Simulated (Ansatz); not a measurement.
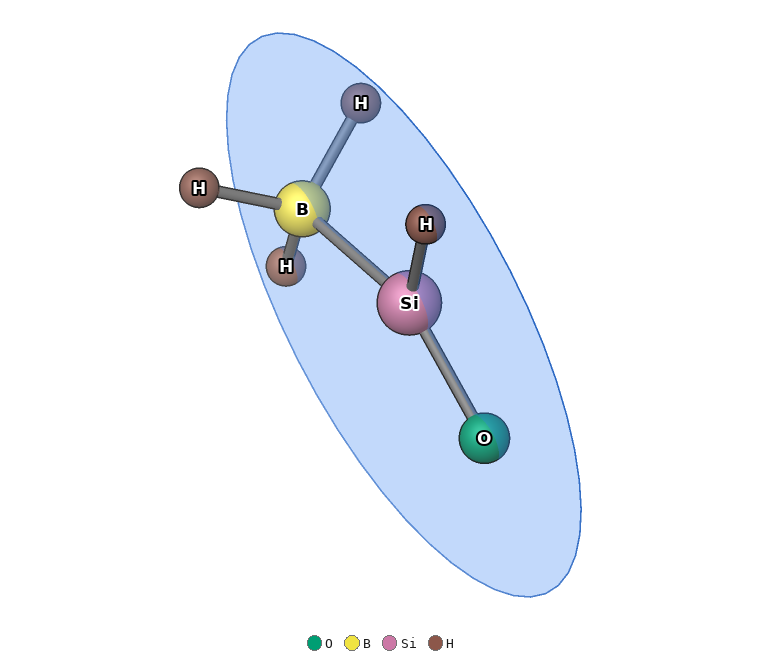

All proper rotation axes (lines) and mirror planes (discs) of the structure are drawn in. Depth is shown by fading: the farther an atom, the more it takes the colour of the background. Charge −1, singlet. Computed geometry: PBE-D4/def2-SVPD optimisation. No frequency run is at hand to confirm it as a minimum.

> Name the symmetry elements and the point group.

It has 1 mirror plane. Point group Cs. The group has 2 operations. The geometry is achiral, and symmetry allows a dipole moment.
